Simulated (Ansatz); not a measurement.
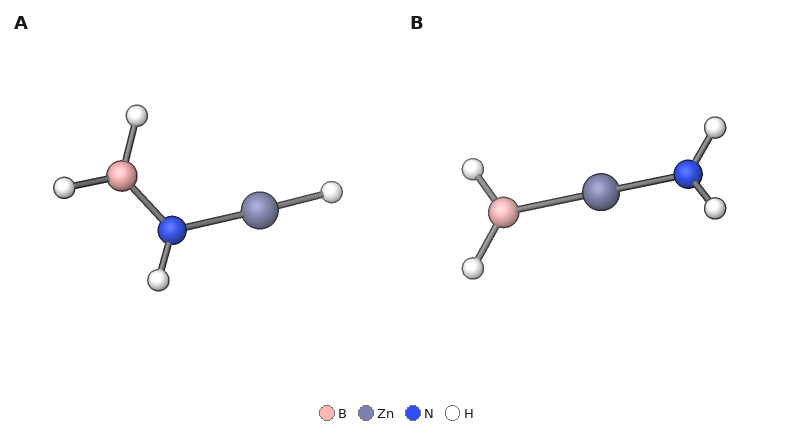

2 stationary structures of one formula. Geometries: PBE0-D4/def2-TZVP. Electronic energies: RHF-CCSD(T) (frozen core) with 3s3p of Cu, Zn/def2-TZVPP (Ansatz 0.2.0), without zero-point energy. No frequency run is at hand to confirm each as a minimum. Each is one conformer, not always the lowest.

> Rank them by energy, lowest first.

A is lowest (Cs); B lies 175.6 kJ/mol above it.

Give E(B) − E(A) in kJ/mol at these levels too: RHF-CCSD(T) (frozen core) with 3s3p of Cu, Zn/def2-TZVPP; B3LYP-D4/def2-TZVPP; PBE0-D4/def2-TZVPP; PBE-D4/def2-TZVPP; PBE0-D4/def2-TZVP; r2SCAN-D4/def2-TZVPP; ωB97M-V/def2-TZVPP.

```csv
level,E(B) − E(A) (kJ/mol)
"RHF-CCSD(T) (frozen core) with 3s3p of Cu, Zn/def2-TZVPP",+175.6
B3LYP-D4/def2-TZVPP,+172.2
PBE0-D4/def2-TZVPP,+170.3
PBE-D4/def2-TZVPP,+164.7
PBE0-D4/def2-TZVP,+171.5
r2SCAN-D4/def2-TZVPP,+169.5
ωB97M-V/def2-TZVPP,+173.0
```
